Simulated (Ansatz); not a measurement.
System: CHGeZn (SMILES [Zn][CH]=[Ge]) (doublet).

```xyz
4

C     0.2738   -0.1541    0.3032
Ge   -1.4028    0.3390    0.0957
Zn    0.3805   -0.7556    2.2426
H     1.2849   -0.2996   -0.0852
```

Geometry: PBE0-D3(BJ)/pcseg-1.

Computed with isolated molecule in a Gaussian basis; Kohn-Sham density functional theory, functional PBE0 in Ansatz 0.2.0.

Question: What will maps of the electron density, electron localisation function and spin density show?

Answer: C–Ge (1.76 Å): ρ is about 1.1 e/Å³ halfway; the ELF peaks at about 0.85 in the valence shell of C, 0.6 Å from its nucleus, and is about 0.45 at the midpoint.
C–Zn (2.03 Å): ρ at the midpoint is about 0.58 e/Å³; the ELF peaks at about 0.80 in the valence shell of C, 0.6 Å from its nucleus, and is about 0.30 at the midpoint.
C–H (1.09 Å): ρ is about 1.9 e/Å³ halfway; the ELF climbs to about 1 towards the hydrogen, as it does in any bond to H (a covalent bond by its length).
The unpaired spin (1 electron) lies mostly on Zn3 (about 0.7), C1 (about 0.1) and Ge2 (about 0.1), in electrons by Hirshfeld's partition.

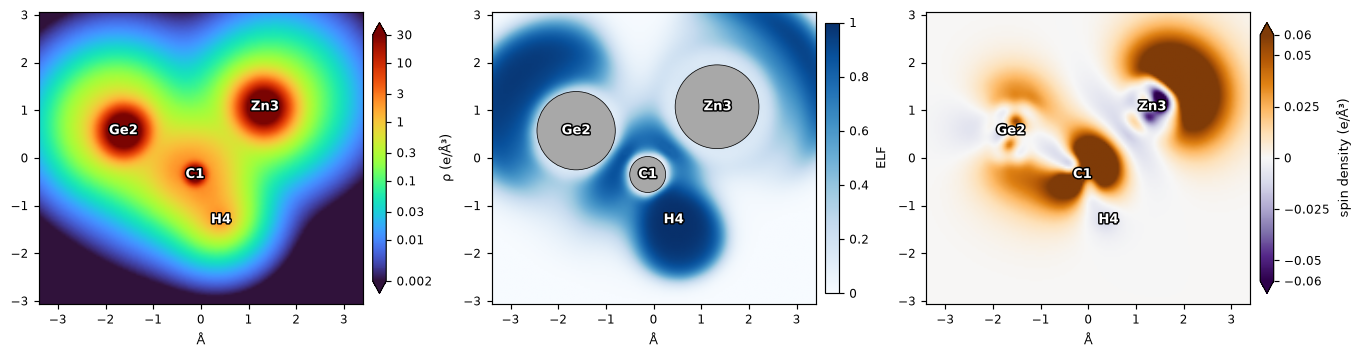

Computed electron density, electron localisation function and spin density on the molecular plane, in this order. Grey discs cover the atomic cores in the ELF map. 
